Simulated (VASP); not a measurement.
Band structure of CsPbCl$_{3}$ (cubic perovskite). Level of theory: TPSS meta-GGA, VASP's PBE PAW potentials (set 64) (plane waves; VASP).

Unless said otherwise, spin-orbit coupling is left out, though it shifts the bands of the heavy elements here.

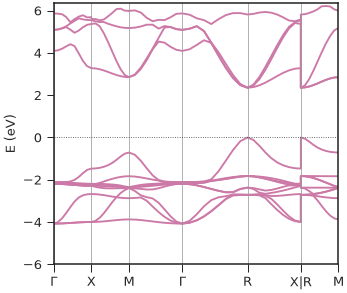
Fig. 1. Bands along high-symmetry lines, zero at the valence-band maximum or, without a gap, the Fermi level

Problem. Read the plot: is there a gap, and where are the band edges?

Solution. The gap is direct, 2.36 eV, from the valence maximum at R to the conduction minimum at R.

The compound is CsPbCl3 in the cubic perovskite structure, the ideal cubic form; the compound distorts at low or room temperature. It was relaxed first, which changed the volume by +7 %.
